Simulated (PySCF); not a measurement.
# CH3FSi (triplet): open-shell or spin-flip excitations

Aim: compute the open-shell or spin-flip excitations of CH3FSi (triplet) (`F[C][SiH3]`).

Programs: PySCF 2.14.0, with routines of our own; each step states its level. All values are computed. Atoms count from 0.

## (1) The system as given

6 atoms, charge 0, multiplicity 3; geometry from: GFN2-xTB.

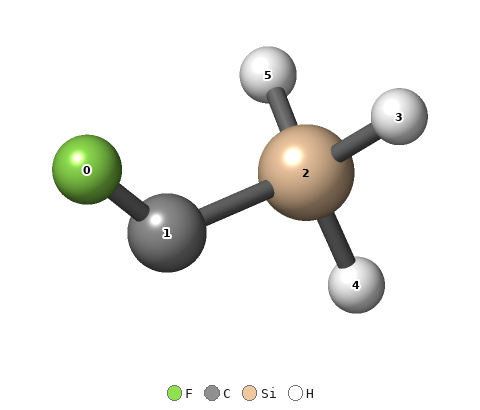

The starting geometry (fluorine green, carbon grey, silicon light orange, hydrogen white).

## (2) Open-shell or spin-flip excitations: unrestricted TDDFT PBE0/def2-SVPD

The job: settings as JSON, then the geometry in Å.

```
{"job": {"kind": "uabs", "xc": "PBE0", "basis": "def2-SVPD", "nstates": 10, "tda": false}, "charge": 0, "multiplicity": 3}
F      2.307435    -0.095333     0.130637
C      1.203805     0.532823    -0.220843
Si    -0.544972    -0.016038    -0.016252
H     -0.864347    -0.218600     1.403788
H     -1.317121     1.077667    -0.589410
H     -0.781677    -1.278528    -0.729495
```

Level: unrestricted TDDFT PBE0/def2-SVPD, vertical, gas phase, core orbitals frozen in the response.

Started as:

```
$ OMP_NUM_THREADS=1 python excited_run.py task.json out
```

This one command runs all jobs of the session in turn.

Output:

```text
coarse grid: 5656 points
cycle   1  E = -428.5617561635  dE =  8.726e-02  |g| = 2.270e-01  |ddm| = 1.836e+00
cycle   2  E = -428.5521190105  dE =  9.637e-03  |g| = 3.162e-01  |ddm| = 5.899e-01
cycle   3  E = -428.5886610510  dE = -3.654e-02  |g| = 5.378e-02  |ddm| = 2.226e-01
cycle   4  E = -428.5898856571  dE = -1.225e-03  |g| = 1.573e-02  |ddm| = 6.271e-02
cycle   5  E = -428.5901124119  dE = -2.268e-04  |g| = 5.607e-03  |ddm| = 4.714e-02
cycle   6  E = -428.5901416954  dE = -2.928e-05  |g| = 1.368e-03  |ddm| = 9.835e-03
cycle   7  E = -428.5901438595  dE = -2.164e-06  |g| = 3.895e-04  |ddm| = 3.591e-03
final grid: 50856 points
cycle   8  E = -428.6440052220  dE = -8.303e-06  |g| = 1.333e-03  |ddm| = 1.419e-02
cycle   9  E = -428.6440044480  dE =  7.740e-07  |g| = 2.066e-03  |ddm| = 2.382e-03
cycle  10  E = -428.6440059940  dE = -1.546e-06  |g| = 1.440e-04  |ddm| = 1.352e-03
cycle  11  E = -428.6440060040  dE = -9.942e-09  |g| = 6.976e-05  |ddm| = 2.989e-04
cycle  12  E = -428.6440060071  dE = -3.146e-09  |g| = 1.045e-05  |ddm| = 8.792e-05
cycle  13  E = -428.6440060072  dE = -1.185e-10  |g| = 2.378e-06  |ddm| = 2.788e-05
converged SCF energy = -428.6440060072

Static polarisability (au): isotropic 40.620, principal 36.660 38.096 47.103

<S^2> of the reference = 2.0070 (exact 2.0000)

Excitations
state   eV       nm        f      <S^2>   main configurations
  1   5.4073    229.3   0.00420   2.034   Ha->La 0.86, Ha->L+2a 0.09
  2   5.6314    220.2   0.00102   2.032   Ha->L+1a 0.73, Ha->L+2a 0.14
  3   6.1618    201.2   0.00005   2.108   Ha->L+2a 0.52, Hb->Lb 0.27, Ha->L+1a 0.13
  4   6.3106    196.5   0.00478   2.092   H-1b->Lb 0.72
  5   6.3141    196.4   0.01072   2.068   Hb->Lb 0.70, Ha->L+2a 0.22
  6   6.4318    192.8   0.01404   2.081   H-1a->La 0.80, H-1b->Lb 0.09
  7   6.5670    188.8   0.00452   2.104   Ha->L+3a 0.61, Hb->L+1b 0.11, H-1a->L+1a 0.11
  8   6.7518    183.6   0.00845   2.103   H-1a->L+1a 0.48, Hb->L+1b 0.12, H-1a->L+2a 0.11, Ha->L+3a 0.10
  9   6.8881    180.0   0.00704   2.051   Ha->L+4a 0.76, H-1b->L+1b 0.14
 10   6.9576    178.2   0.00038   2.126   H-1b->L+1b 0.78, Ha->L+4a 0.17
```

Wall time 6.6 s (1 thread of AMD EPYC 7B13, shared host); peak memory 0.37 GiB.

Key values:

| quantity | value |
| --- | --- |
| ⟨S²⟩ | 2.007 |

Löwdin spin populations:

| atom | value (e) |
| --- | --- |
| F0 | 0.34 |
| C1 | 1.42 |
| Si2 | 0.17 |
| H3 | 0.04 |
| H4 | -0.01 |
| H5 | 0.04 |

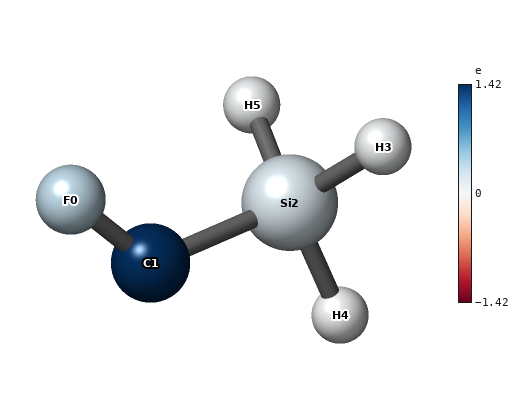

Löwdin spin populations, as colours on the atoms.

With diffuse functions Löwdin's scheme smears the spin, so small populations can have the wrong sign.

## (3) Open-shell or spin-flip excitations: collinear spin-flip TDA BHandHLYP/def2-SVPD

The job: settings as JSON, then the geometry in Å.

```
{"job": {"kind": "uabs", "xc": "BHandHLYP", "basis": "def2-SVPD", "nstates": 8, "spin_flip": true}, "charge": 0, "multiplicity": 3}
F      2.307435    -0.095333     0.130637
C      1.203805     0.532823    -0.220843
Si    -0.544972    -0.016038    -0.016252
H     -0.864347    -0.218600     1.403788
H     -1.317121     1.077667    -0.589410
H     -0.781677    -1.278528    -0.729495
```

Level: collinear spin-flip TDA BHandHLYP/def2-SVPD, vertical, gas phase, core orbitals frozen in the response.

Output:

```text
coarse grid: 5656 points
cycle   1  E = -428.7673506917  dE =  6.616e-02  |g| = 2.768e-01  |ddm| = 1.839e+00
cycle   2  E = -428.7822365494  dE = -1.489e-02  |g| = 2.893e-01  |ddm| = 7.051e-01
cycle   3  E = -428.8135136653  dE = -3.128e-02  |g| = 5.227e-02  |ddm| = 2.090e-01
cycle   4  E = -428.8151694602  dE = -1.656e-03  |g| = 1.691e-02  |ddm| = 8.954e-02
cycle   5  E = -428.8155512584  dE = -3.818e-04  |g| = 4.854e-03  |ddm| = 5.900e-02
cycle   6  E = -428.8155906941  dE = -3.944e-05  |g| = 1.754e-03  |ddm| = 1.294e-02
cycle   7  E = -428.8155956028  dE = -4.909e-06  |g| = 4.274e-04  |ddm| = 5.113e-03
final grid: 50856 points
cycle   8  E = -428.8510605609  dE = -4.725e-06  |g| = 6.837e-04  |ddm| = 8.685e-03
cycle   9  E = -428.8510607109  dE = -1.500e-07  |g| = 6.490e-04  |ddm| = 1.319e-03
cycle  10  E = -428.8510608471  dE = -1.362e-07  |g| = 1.219e-04  |ddm| = 4.056e-04
cycle  11  E = -428.8510608595  dE = -1.241e-08  |g| = 4.826e-05  |ddm| = 2.257e-04
cycle  12  E = -428.8510608614  dE = -1.917e-09  |g| = 1.295e-05  |ddm| = 9.646e-05
cycle  13  E = -428.8510608616  dE = -1.979e-10  |g| = 2.908e-06  |ddm| = 2.829e-05
converged SCF energy = -428.8510608616

<S^2> of the reference = 2.0088 (exact 2.0000)

Spin-flip excitations, energies against the reference
state   eV       nm        f      <S^2>   main configurations
  1   0.8538        -   0.00000   2.019   Ha->L+1b 0.45, H-1a->Lb 0.44
  2   0.8866  37800.1   0.00000   0.024   Ha->Lb 0.89
  3   1.6392   1578.6   0.00019   0.029   H-1a->Lb 0.46, Ha->L+1b 0.45
  4   3.0360    568.2   0.00035   0.049   H-1a->L+1b 0.89
  5   6.0419    239.0   0.00823   1.040   Ha->L+2b 0.75, Ha->L+4b 0.09
  6   6.4882    220.0   0.00088   1.048   Ha->L+3b 0.50, Ha->L+4b 0.30
  7   6.9428    203.6   0.00245   1.135   Ha->L+4b 0.32, H-3a->Lb 0.30, Ha->L+3b 0.15, Ha->L+2b 0.11
  8   7.0489    200.1   0.01985   1.078   H-1a->L+2b 0.68, H-1a->L+4b 0.14
```

Wall time 2.2 s (1 thread of AMD EPYC 7B13, shared host); peak memory 0.38 GiB.

The ⟨S²⟩ below is that of the reference state, of multiplicity 3.

From this job:

| quantity | value |
| --- | --- |
| low spin less high spin | 0.033 eV |
| ⟨S²⟩ | 2.009 |

## (4) What came out

| quantity | value |
| --- | --- |
| lowest and brightest state of nearly pure spin, of 10 (step 2, unrestricted TDDFT PBE0/def2-SVPD) | 5.41 eV; 6.43 eV, f = 0.014 |
| low spin less high spin (step 3, collinear spin-flip TDA BHandHLYP/def2-SVPD) | 0.033 eV |

**Reading.** In steps 2, 3 the triplet was assumed, and a singlet may lie lower.
